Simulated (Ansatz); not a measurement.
**BH2SCl (SMILES SBCl): HF/STO-3G**

What is the energy change on altering one bond length of BH2SCl at HF/STO-3G? 

The calculation is run with Ansatz 0.2.0.

61 further runs of the same task are left out: 1 that didn't finish, 60 set aside as unsound or not needed.

### Step 1. The molecule

BH2SCl: 5 atoms, total charge 0, spin state singlet. As SMILES, `SBCl`. Geometry: relaxed at PBE0-D4/def2-TZVP. This is one conformer, not always the lowest.

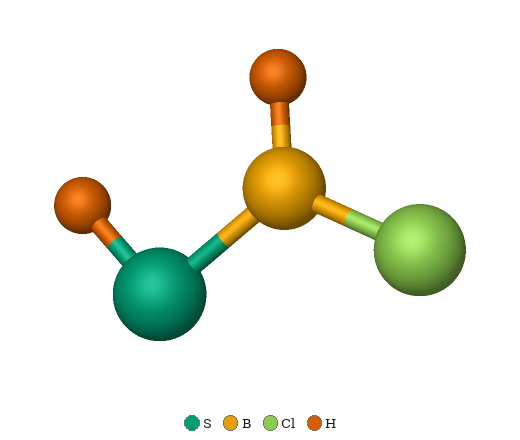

The structure, seen from a chosen angle (sulfur teal, boron amber, chlorine green, hydrogen orange).

### Step 2. A single-point energy at HF/STO-3G

in.yaml reads:

```yaml
crystal:
  periodic: [false, false, false]
  atoms:
    - {symbol: S, position_ang: [-1.294500, -0.008800, -0.323500]}
    - {symbol: B, position_ang: [0.402900, -0.217800, 0.164700]}
    - {symbol: Cl, position_ang: [0.888700, -1.738900, 0.868900]}
    - {symbol: H, position_ang: [-1.157600, 1.248200, -0.777100]}
    - {symbol: H, position_ang: [1.210400, 0.643400, 0.025700]}
basis:
  gaussian:
    orbitals: STO-3G
hamiltonian:
  xc: hf
accuracy: high
```

On the command line:

```
$ ansatz run in.yaml --threads 1 --pin off --max-ram 2610MiB --events-out events.jsonl --progress --plain --runs-dir runs
```

Log:

```text
Warning: RAYON_NUM_THREADS=1 ignored (pool sized by the plan → 1); use --threads N
Functional definition: HF
  name "HF"
  exchange = exact_x
  correlation = 0
450 factors; integrals over basis functions are off by at most 2.0e-8 eV
mean field evaluation 1: about -23763.3113 eV, gradient 2.0e1 eV
mean field evaluation 2: about -23763.3584 eV, gradient 2.1e1 eV
mean field evaluation 4: about -23765.2199 eV, gradient 1.3e0 eV
mean field evaluation 8: about -23765.2276 eV, gradient 4.5e-6 eV
mean field -23765.22755300 eV, -873.3560039230 hartree, gradient 9.7e-8 eV, S^2 0.000000; 0 other end points of the search recorded, 0 dependent functions left out
reference -23765.22755300 eV, -873.3560039230 hartree; 20, 20 occupied and 5, 5 virtual orbitals, 450 factors
Total energy: -23765.22755300 eV, -873.3560039230 hartree
```

Run time: 0.18 s. Hardware: 1 thread of Arm Neoverse V1, shared host.

### Step 3. The distorted shape at the same level

molecule.yaml reads:

```yaml
crystal:
  periodic: [false, false, false]
  atoms:
    - {symbol: S, position_ang: [-1.328728, -0.323082, -0.210089]}
    - {symbol: B, position_ang: [0.368672, -0.532082, 0.278111]}
    - {symbol: Cl, position_ang: [0.854472, -2.053182, 0.982311]}
    - {symbol: H, position_ang: [-1.157600, 1.248200, -0.777100]}
    - {symbol: H, position_ang: [1.176172, 0.329118, 0.139111]}
basis:
  gaussian:
    orbitals: STO-3G
hamiltonian:
  xc: hf
accuracy: high
```

On the command line:

```
$ ansatz run molecule.yaml --threads 1 --pin off --max-ram 2610MiB --events-out events.jsonl --progress --plain --runs-dir runs
```

Log:

```text
Warning: RAYON_NUM_THREADS=1 ignored (pool sized by the plan → 1); use --threads N
[... 4 set-up lines as earlier in the session ...]
449 factors; integrals over basis functions are off by at most 7.2e-9 eV
mean field evaluation 1: about -23761.8413 eV, gradient 2.0e1 eV
mean field evaluation 2: about -23761.8817 eV, gradient 2.0e1 eV
mean field evaluation 4: about -23763.7511 eV, gradient 1.4e0 eV
mean field evaluation 8: about -23763.7597 eV, gradient 6.2e-5 eV
mean field -23763.75971841 eV, -873.3020619966 hartree, gradient 1.5e-8 eV, S^2 0.000000; 0 other end points of the search recorded, 0 dependent functions left out
reference -23763.75971841 eV, -873.3020619966 hartree; 20, 20 occupied and 5, 5 virtual orbitals, 449 factors
Total energy: -23763.75971841 eV, -873.3020619966 hartree
```

It took 0.18 s on 1 thread of Arm Neoverse V1, shared host.

### Step 4. Summary of results

At HF/STO-3G:

| quantity | value |
| --- | --- |
| first shape: total energy | -873.35600 Eh |
| distorted shape: total energy | -873.30206 Eh |
| energy change with the S1–H4 bond stretched from 1.343 to 1.679 Å | 1.468 eV |

What this shows: With the S1–H4 bond stretched from 1.343 to 1.679 Å the energy rises by 1.47 eV (34 kcal/mol). The first shape isn't relaxed at this level, so the change isn't measured from a minimum. The minimal basis adds a large error of its own.
